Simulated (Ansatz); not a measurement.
Profile along the Nb–Nb line in Nb3Sn (A15, Cr3Si type)

Nb₃Sn (A15, Cr3Si type)

```yaml
crystal:
  lattice:
    - [5.31932, 0.00000, 0.00000]
    - [0.00000, 5.31932, 0.00000]
    - [0.00000, 0.00000, 5.31932]
  atoms:
    - { symbol: Nb, position: [0.25000, 0.00000, 0.50000] }
    - { symbol: Nb, position: [0.75000, 0.00000, 0.50000] }
    - { symbol: Nb, position: [0.00000, 0.50000, 0.25000] }
    - { symbol: Nb, position: [0.00000, 0.50000, 0.75000] }
    - { symbol: Nb, position: [0.50000, 0.25000, 0.00000] }
    - { symbol: Nb, position: [0.50000, 0.75000, 0.00000] }
    - { symbol: Sn, position: [0.00000, 0.00000, 0.00000] }
    - { symbol: Sn, position: [0.50000, 0.50000, 0.50000] }
```

Fields along a shortest Nb–Nb line of a {100} plane (2.66 Å), from Nb to Nb, interpolated on the slice's grid (step about 0.2 Å). Level of theory: PBE (plane waves to 420 eV, PAW, scalar-relativistic; Ansatz, a quantum-chemistry and plane-wave program). k mesh 9×9×9. Inside the PAW spheres the values are not all-electron values, and peaks at nuclei hang on which shells count as valence. Nb3Sn is run without spin polarisation. Nb3Sn was relaxed with its symmetry unable to fall.

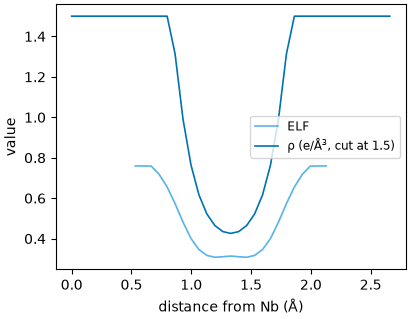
*ELF (away from the nuclei) and valence density from Nb to Nb.*

Density on the Nb–Nb line (2.66 Å) at its midpoint: 0.43 e/Å³. ELF at that point: 0.31.
